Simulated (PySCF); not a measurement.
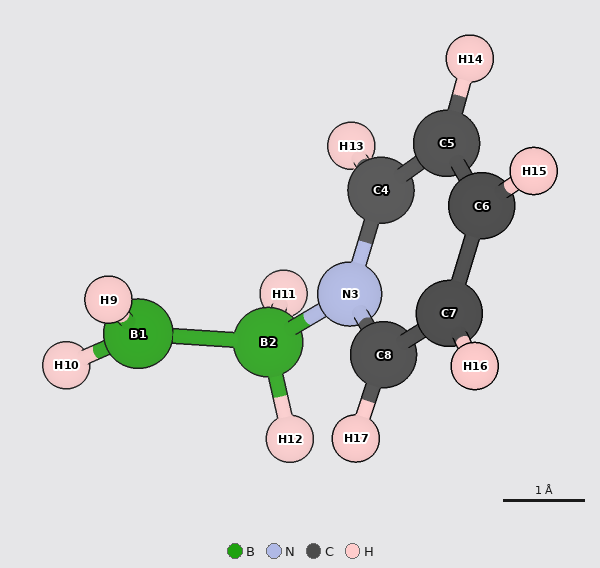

The input geometry of run A (ball-and-stick view, seen at a tilt; atoms are numbered from 1 in the order of the input). Bond lengths as drawn: B–B 1.69 Å, B–H 1.22 to 1.23 Å, B–N 1.59 Å, C–C 1.39 Å, C–H 1.09 Å and C–N 1.34 Å.

**Two runs on C5H9B2N**

System: C5H9B2N, SMILES B[BH2-][n+]1ccccc1.
Method of run A: GIAO PBE0/pcSseg-1 NMR shielding, non-relativistic, gas phase (PySCF 2.14.0).

The geometry comes from this level: PBE0-D3(BJ)/def2-SVP. Text and figures count atoms from 1; the logs count them from 0 in places.

### Input file, run A
```
{"job": {"kind": "nmr", "xc": "PBE0", "basis": "pcSseg-1"}, "charge": 0, "multiplicity": 1}
B      2.643344     0.970300     0.185796
B      1.580499    -0.213903    -0.369078
N      0.060762     0.187858    -0.138614
C     -0.581125    -0.199962     0.974261
C     -1.879394     0.199467     1.253534
C     -2.545436     1.023274     0.349511
C     -1.875196     1.416396    -0.806516
C     -0.576757     0.978085    -1.016582
H      2.312603     2.049004     0.656384
H      3.843640     0.791697     0.103160
H      1.763046    -1.293944     0.185217
H      1.749124    -0.321924    -1.583947
H     -0.010211    -0.849006     1.640082
H     -2.357902    -0.142064     2.172653
H     -3.569662     1.350473     0.540601
H     -2.350424     2.057594    -1.550397
H     -0.002740     1.249397    -1.903715
```

The first line tells a small driver script what to run in PySCF; the rest is the geometry in Å.

Command:
```bash
OMP_NUM_THREADS=1 python <driver script> task.json out
```

Hardware: 1 CPU thread, shared host.

### Output (run A)
```
coarse grid: 14248 points
cycle   1  E = -299.8518722658  dE =  1.077e+00  |g| = 3.940e-01  |ddm| = 3.711e+00
cycle   2  E = -299.8493402160  dE =  2.532e-03  |g| = 4.154e-01  |ddm| = 1.070e+00
cycle   3  E = -299.9043524099  dE = -5.501e-02  |g| = 7.686e-02  |ddm| = 5.655e-01
cycle   4  E = -299.9056084138  dE = -1.256e-03  |g| = 3.470e-02  |ddm| = 1.016e-01
cycle   5  E = -299.9058915745  dE = -2.832e-04  |g| = 1.749e-02  |ddm| = 4.801e-02
cycle   6  E = -299.9059694016  dE = -7.783e-05  |g| = 2.658e-03  |ddm| = 1.661e-02
cycle   7  E = -299.9059709930  dE = -1.591e-06  |g| = 7.155e-04  |ddm| = 2.783e-03
final grid: 137800 points
cycle   8  E = -299.9493870938  dE = -4.415e-05  |g| = 6.489e-03  |ddm| = 3.980e-02
cycle   9  E = -299.9493865275  dE =  5.663e-07  |g| = 6.893e-03  |ddm| = 1.464e-02
cycle  10  E = -299.9493990782  dE = -1.255e-05  |g| = 1.742e-03  |ddm| = 7.713e-03
cycle  11  E = -299.9493997691  dE = -6.909e-07  |g| = 3.096e-04  |ddm| = 1.466e-03
cycle  12  E = -299.9493997901  dE = -2.100e-08  |g| = 9.626e-05  |ddm| = 3.228e-04
cycle  13  E = -299.9493997922  dE = -2.149e-09  |g| = 3.461e-05  |ddm| = 1.225e-04
cycle  14  E = -299.9493997925  dE = -3.375e-10  |g| = 7.451e-06  |ddm| = 3.811e-05
converged SCF energy = -299.9493997925

GIAO shielding tensors (ppm)
atom      isotropic    diamagn.    paramagn.     s11        s22        s33       span
  0 B      -15.434     194.001    -209.435   -154.776    -19.168    127.640    282.416
  1 B      106.593     188.467     -81.874     89.421     98.312    132.044     42.623
  2 N      -40.769     331.594    -372.363   -214.227   -159.966    251.884    466.111
  3 C       32.510     251.648    -219.138    -67.867     23.316    142.081    209.948
  4 C       54.657     257.126    -202.469    -55.781     44.367    175.386    231.167
  5 C       43.026     253.511    -210.485    -69.837     16.274    182.641    252.477
  6 C       54.410     257.325    -202.915    -56.258     44.040    175.448    231.706
  7 C       32.331     250.499    -218.168    -68.128     22.330    142.791    210.918
  8 H       21.796      29.130      -7.334      8.192     28.434     28.761     20.569
  9 H       21.342      29.415      -8.073      9.616     25.935     28.476     18.860
 10 H       27.457      29.717      -2.260     23.308     26.433     32.631      9.323
 11 H       27.532      29.704      -2.172     23.285     26.471     32.839      9.553
 12 H       22.544      31.688      -9.144     18.094     21.793     27.744      9.650
 13 H       23.918      29.749      -5.831     21.031     24.032     26.691      5.660
 14 H       23.531      28.355      -4.824     20.847     23.517     26.229      5.382
 15 H       23.881      29.148      -5.267     21.039     23.965     26.638      5.599
 16 H       22.514      31.143      -8.629     18.258     21.645     27.639      9.381
```

The input of run B differs as follows (lines with − go, lines with + come):
```diff
-"xc": "PBE0"
+"xc": "KT2"
+"pop": false
```

What does this change do to the results?

The total energies belong to different methods, so their difference says nothing on which is more stable or more accurate. The HOMO goes from −6.50 to −5.46 eV. The LUMO goes from −2.00 to −2.77 eV. The dipole moment goes from 6.60 to 6.17 D. Of all shieldings, the largest change is that of N3, by +14.5 ppm. The functional changes from PBE0 to KT2. Exact exchange removes part of the self-interaction error of semilocal functionals, which pushes filled and empty levels apart. The SCF takes 16 iterations against 14.

### Output (run B)
```
coarse grid: 14248 points
cycle   1  E = -305.6624246229  dE =  8.546e-01  |g| = 4.699e-01  |ddm| = 3.786e+00
cycle   2  E = -305.3858858088  dE =  2.765e-01  |g| = 9.120e-01  |ddm| = 1.863e+00
cycle   3  E = -305.7166443829  dE = -3.308e-01  |g| = 2.862e-01  |ddm| = 1.577e+00
cycle   4  E = -305.7430571795  dE = -2.641e-02  |g| = 6.843e-02  |ddm| = 4.166e-01
cycle   5  E = -305.7424067618  dE =  6.504e-04  |g| = 8.066e-02  |ddm| = 1.262e-01
cycle   6  E = -305.7442481705  dE = -1.841e-03  |g| = 1.584e-02  |ddm| = 9.350e-02
cycle   7  E = -305.7443101509  dE = -6.198e-05  |g| = 5.508e-03  |ddm| = 1.768e-02
cycle   8  E = -305.7443171699  dE = -7.019e-06  |g| = 8.846e-04  |ddm| = 4.744e-03
final grid: 137800 points
cycle   9  E = -305.7278551901  dE = -2.524e-04  |g| = 1.109e-02  |ddm| = 8.495e-02
cycle  10  E = -305.7278240595  dE =  3.113e-05  |g| = 1.493e-02  |ddm| = 2.690e-02
cycle  11  E = -305.7278868554  dE = -6.280e-05  |g| = 2.388e-03  |ddm| = 1.964e-02
cycle  12  E = -305.7278885288  dE = -1.673e-06  |g| = 9.569e-04  |ddm| = 4.286e-03
cycle  13  E = -305.7278887854  dE = -2.566e-07  |g| = 4.461e-04  |ddm| = 1.396e-03
cycle  14  E = -305.7278888357  dE = -5.025e-08  |g| = 9.360e-05  |ddm| = 4.252e-04
cycle  15  E = -305.7278888374  dE = -1.728e-09  |g| = 3.817e-05  |ddm| = 1.065e-04
cycle  16  E = -305.7278888378  dE = -4.056e-10  |g| = 1.012e-05  |ddm| = 4.783e-05
converged SCF energy = -305.7278888378

GIAO shielding tensors (ppm)
atom      isotropic    diamagn.    paramagn.     s11        s22        s33       span
  0 B       -7.617     195.691    -203.309   -133.656    -13.118    123.922    257.578
  1 B      105.029     191.646     -86.617     87.859     96.721    130.506     42.647
  2 N      -26.290     331.054    -357.344   -190.644   -129.620    241.393    432.037
  3 C       43.611     253.110    -209.499    -46.940     39.899    137.874    184.814
  4 C       63.350     257.235    -193.885    -37.131     56.626    170.555    207.685
  5 C       55.340     253.128    -197.788    -45.733     33.040    178.713    224.447
  6 C       63.038     257.352    -194.313    -37.736     56.241    170.611    208.347
  7 C       43.405     251.956    -208.551    -47.255     38.993    138.478    185.732
  8 H       21.945      29.246      -7.301      9.284     27.927     28.624     19.340
  9 H       21.510      29.320      -7.810     10.483     25.687     28.361     17.877
 10 H       27.198      29.862      -2.664     23.362     26.034     32.199      8.838
 11 H       27.244      29.730      -2.486     23.289     26.042     32.401      9.112
 12 H       22.781      32.208      -9.427     18.549     22.194     27.601      9.052
 13 H       24.242      29.917      -5.675     21.496     24.655     26.574      5.078
 14 H       23.928      28.430      -4.502     21.410     24.362     26.011      4.601
 15 H       24.202      29.264      -5.062     21.504     24.584     26.517      5.014
 16 H       22.752      31.561      -8.810     18.705     22.057     27.493      8.787
```

### The two runs side by side

```tsv
quantity	run A	run B
outcome	converged	converged
total energy (hartree)	−299.949400	−305.727889
HOMO (eV)	−6.50	−5.46
LUMO (eV)	−2.00	−2.77
dipole moment (D)	6.60	6.17
shielding of B1 (ppm)	−15.4	−7.6
shielding of N3 (ppm)	−40.8	−26.3
shielding of C4 (ppm)	32.5	43.6
shielding of C5 (ppm)	54.7	63.3
shielding of C6 (ppm)	43.0	55.3
shielding of C7 (ppm)	54.4	63.0
shielding of C8 (ppm)	32.3	43.4
SCF iterations	14	16
basis functions	181	181
wall time (shared host)	64 s	59 s
```
